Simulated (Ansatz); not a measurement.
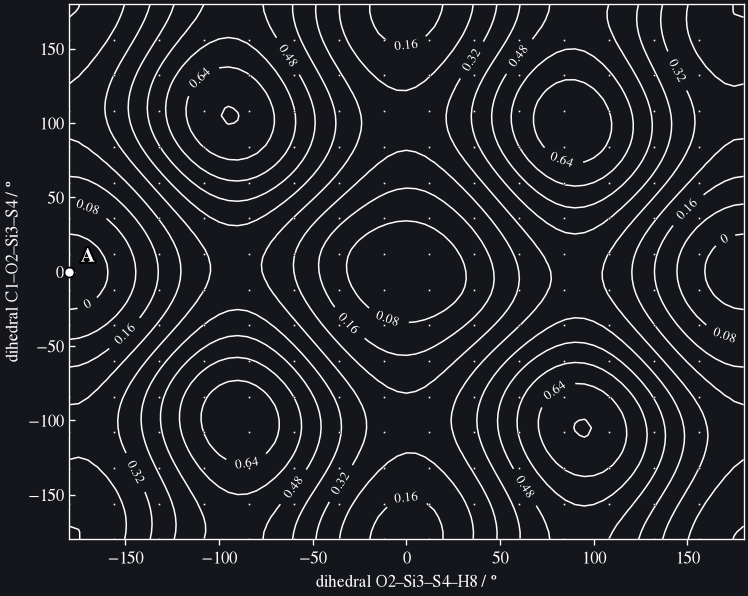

CH4OSSi, SMILES CO[Si]S. First axis: dihedral O2–Si3–S4–H8. Second axis: dihedral C1–O2–Si3–S4. Nothing is relaxed (all other coordinates rigid). The scan uses a 15 × 15 grid; 139 points were computed and 86 follow by symmetry. Energies are in eV, from the relaxed molecule at the same level. The calculation used RKS PBE0-D4/def2-TZVP (Ansatz 0.2.0).

The picture shows contour lines labelled in eV (none above 0.72), dots at the grid points, the point A. Between grid points the surface is interpolated.

What is the easiest way out of the well at A, and how high is the barrier?

The easiest path leads from the well at about dihedral O2–Si3–S4–H8 = −180°, dihedral C1–O2–Si3–S4 = 0° to the well at dihedral O2–Si3–S4–H8 = −180°, dihedral C1–O2–Si3–S4 = −180°, about 0.2 eV higher. Its highest point lies about 0.3 eV above the bottom of the first well on the interpolated surface, at dihedral O2–Si3–S4–H8 = −180°, dihedral C1–O2–Si3–S4 = 108°. Seen from the upper well the barrier is about 0.1 eV. This is the barrier on the constrained surface; relaxing the other coordinates would change it.

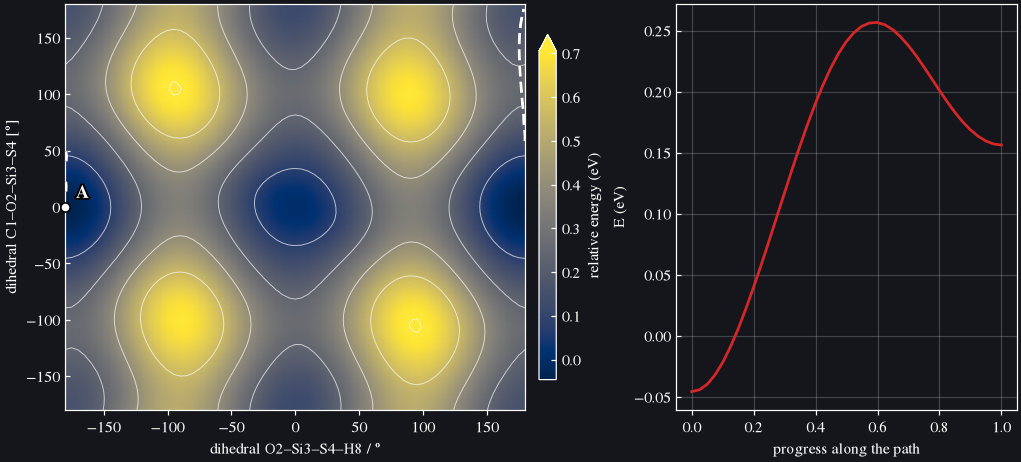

Drawn: a smooth colour map with a few white contour lines, a line along the lowest path, one colour for all values above the top of the scale, the energy along the path at the right. Between grid points the surface is interpolated.
